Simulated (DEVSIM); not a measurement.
Device: Ru/SiO2/p-GaSb capacitor, at 300 K.

| layer (left to right) | material | thickness (nm) | Na (cm⁻³) |
|---|---|---|---|
| 1 | SiO2 | 17.0 | - |
| 2 | GaSb | 11000 | 3.2e15 |

Metal gate on the left, work function 4.7 eV. Fixed charge at the semiconductor interface 0 cm⁻² (in units of +e); interface traps 2.1e11 cm⁻² eV⁻¹, uniform in energy, neutral level at 0.7 of the gap above the valence band.

Constants are typed, rounded textbook-type inputs, not results; the design itself was drawn at random and stands for no fabricated device. Values at 300 K.

```
parameter      SiO2    GaSb
-------------  ----  ------
gap (eV)          9   0.726
affinity (eV)   0.9    4.06
permittivity    3.9    15.7
Nc (cm⁻³)         -  2.1e17
Nv (cm⁻³)         -  1.8e19
```

DEVSIM, 1D Poisson equation in equilibrium, Boltzmann statistics, complete ionisation; no quantum confinement or tunnelling. Metal contacts follow the ideal Schottky-Mott rule: no Fermi-level pinning, no interface dipoles.

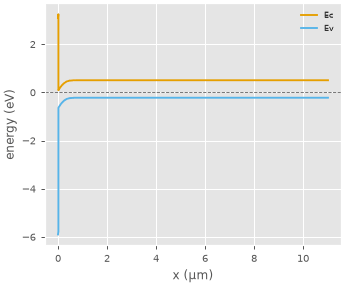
Band edges at 0.7 V on the gate

Energies count from the Fermi level of the right contact; mesh points crowd at the junctions.

```tsv
x (μm)	Ec (eV)	Ev (eV)	n (cm⁻³)	p (cm⁻³)	field (V/cm)
0.000	3.100	-5.900	< 1e2	< 1e2	86000
0.001707	3.115	-5.885	< 1e2	< 1e2	86000
0.005374	3.146	-5.854	< 1e2	< 1e2	86000
0.01180	3.202	-5.798	< 1e2	< 1e2	86000
0.01613	3.239	-5.761	< 1e2	< 1e2	86000
0.01747	0.087	-0.639	7.2e15	3.4e8	18000
0.02005	0.092	-0.634	6.0e15	4.0e8	18000
0.03058	0.110	-0.616	2.9e15	8.2e8	17000
0.05265	0.146	-0.580	7.3e14	3.3e9	16000
0.1109	0.231	-0.495	2.7e13	8.8e10	13000
0.2615	0.392	-0.334	5.4e10	4.4e13	7900
0.8768	0.503	-0.223	7.6e8	3.2e15	17
2.240	0.503	-0.223	7.5e8	3.2e15	≈ 0
5.517	0.503	-0.223	7.5e8	3.2e15	≈ 0
9.448	0.503	-0.223	7.5e8	3.2e15	≈ 0
10.41	0.503	-0.223	7.5e8	3.2e15	≈ 0
10.78	0.503	-0.223	7.5e8	3.2e15	≈ 0
10.93	0.503	-0.223	7.5e8	3.2e15	≈ 0
10.99	0.503	-0.223	7.5e8	3.2e15	≈ 0
11.01	0.503	-0.223	7.5e8	3.2e15	≈ 0
11.01	0.503	-0.223	7.5e8	3.2e15	≈ 0
11.02	0.503	-0.223	7.5e8	3.2e15	≈ 0
```
